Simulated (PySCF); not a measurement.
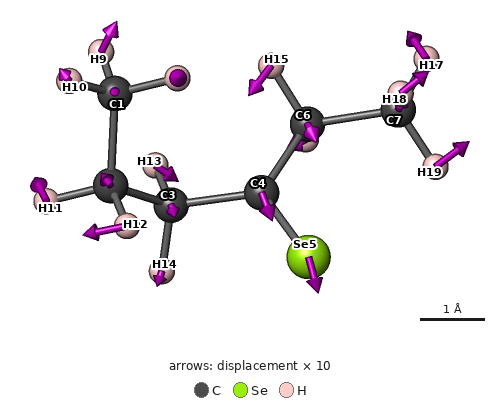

A relaxation of C6H12Se. The starting structure is drawn; purple arrows show the displacements, magnified 10 times. The two geometries are superimposed by the best rigid fit.

The picture is a ball-and-stick view, seen at a tilt.

The start comes from GFN2-xTB.

All numbers below come from PBE0-D3(BJ)/def2-SVP geometry optimisation, gas phase (PySCF 2.14.0, density-fitted response routines). 

Describe the change and its energy.

Answer. The energy falls by 1.35 kcal/mol in 4 geometry steps. Largest force component: 0.67 eV/Å at the start, 0.0099 eV/Å at the end. The largest move after the best rigid fit is that of an H atom, 0.075 Å. By element the largest moves are H 0.075 Å, Se 0.061 Å, C 0.052 Å. Some distances before and after: C–H 1.096 → 1.108 Å, C–C 1.497 → 1.506 Å, C–C 1.520 → 1.512 Å. Bond angles that change, for instance: H–C–H 106.2° → 103.4°, C–C–C 115.4° → 118.3°. The run took roughly 90 core-seconds on a shared host.
